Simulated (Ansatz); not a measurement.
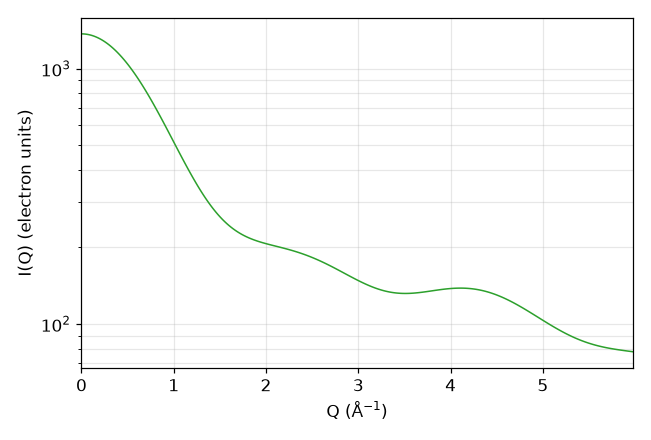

Elastic X-ray scattering of a randomly oriented, rigid molecule, calculated with the Debye equation from neutral-atom form factors (independent atoms, no Compton part, no vibration). The geometry is the end point of an optimisation (UKS PBE/def2-SVP (Ansatz)); it may be a saddle point or a higher isomer. It contains Al, C, Si, H.

### How many electrons does the independent-atom model of the molecule hold?

I(0) is the square of the electron number: I(0) = 1370, so about 37 electrons, the count of CH4AlSi.

### What radius of gyration does the initial fall-off give?

From I(Q) ≈ I(0) exp(−Q²R²/3) at small Q, R ≈ 1.83 Å. It is larger than the electron-weighted radius of the nuclear positions alone (1.64 Å), because each atom's electron cloud adds to it.
